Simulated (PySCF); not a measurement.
C4H11ClOSi2

```csv
atom,x (Å),y (Å),z (Å)
Si,3.8179,0.3822,-0.9000
O,2.4167,-0.4110,-0.4765
Si,1.0521,-0.2648,0.4363
Cl,1.3369,1.3149,1.7645
C,-0.4233,0.1433,-0.6278
C,-1.6905,0.3110,0.1773
C,-3.0371,0.0986,-0.4483
C,-2.5139,-0.8873,0.5554
H,4.5351,-0.4728,-1.8854
H,3.4945,1.6986,-1.5263
H,4.6779,0.5985,0.2989
H,0.8797,-1.4990,1.2429
H,-0.5363,-0.6650,-1.3721
H,-0.1868,1.0591,-1.1980
H,-1.6348,1.1037,0.9313
H,-3.8576,0.7578,-0.1530
H,-3.0631,-0.2059,-1.4987
H,-2.1905,-1.8666,0.1898
H,-2.9691,-0.9121,1.5488
```

Geometry: PBE0-D3(BJ)/def2-SVP.

These are results of PySCF 2.14.0, PBE0/pcSseg-1, SCF density, gas phase, non-relativistic, not measurements.

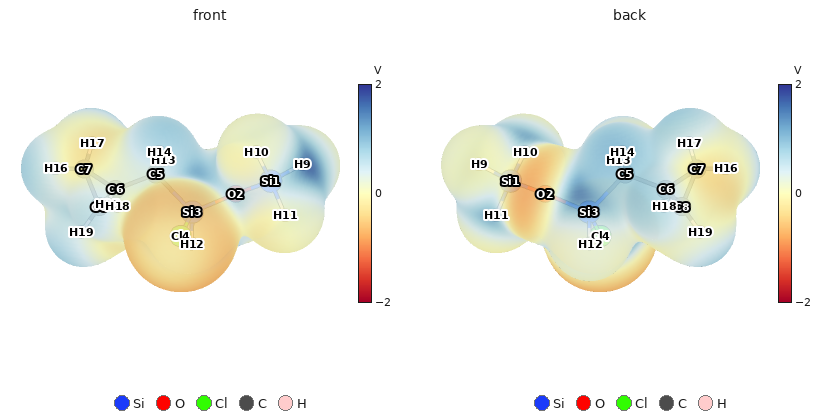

Figure 1. The electrostatic potential painted on the density surface at 0.002 e/bohr³, seen from the front and from behind; the colour scale runs from red (negative) to blue (positive).

Which sites attract a positive test charge, and which a negative one?

Answer. A positive charge is drawn to the negative regions and a negative charge to the positive ones. The most negative region (about −0.7 V) lies over O2, the most positive (about +1.5 V) over Si1 and Si3.

How polar is the molecule by this calculation?

Answer. Its dipole moment is 1.62 D.

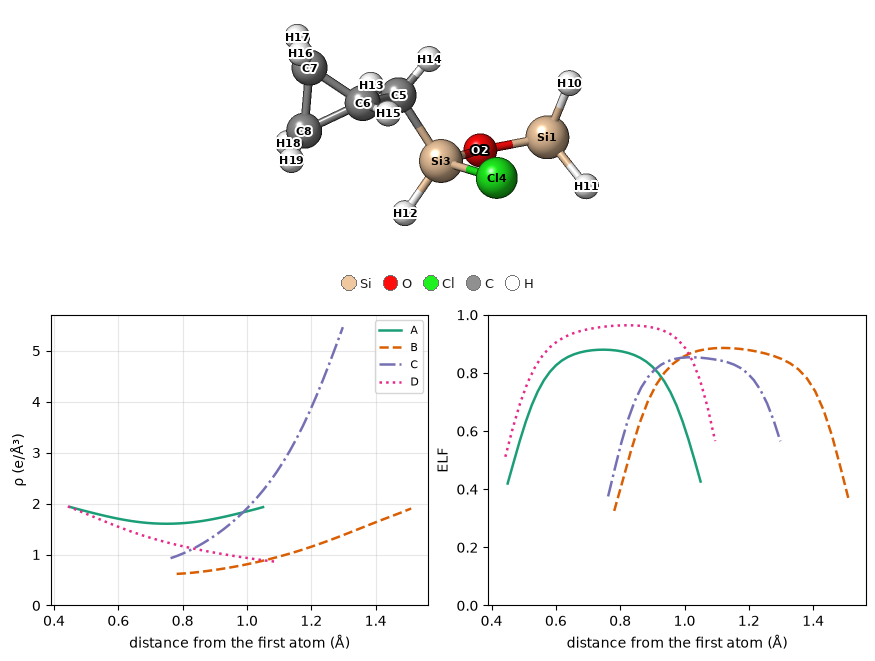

Figure 2. Total electron density and ELF along straight lines between neighbouring atoms. The curves leave out the atomic cores. The structure is drawn too.

Which curve belongs to which contact (C–C, C–Si, Si–Cl and Si–O)? The first atom named is at distance zero.

Answer. Curve A: C–C (1.50 Å): ρ at the midpoint is about 1.6 e/Å³; the ELF peaks at about 0.90 between the atoms, as expected for a shared electron pair. Curve B: Si–Cl (2.08 Å): ρ at the midpoint is about 0.87 e/Å³; the ELF peaks at about 0.90 between the atoms: a shared but strongly polarised pair. Curve C: Si–O (1.65 Å): the density is about 1.1 e/Å³ at the midpoint; the ELF peaks at about 0.85 between the atoms: a polar covalent bond. Curve D: C–Si (1.86 Å): ρ at the midpoint is about 1 e/Å³; the ELF peaks at about 0.95 between the atoms: a covalent bond.
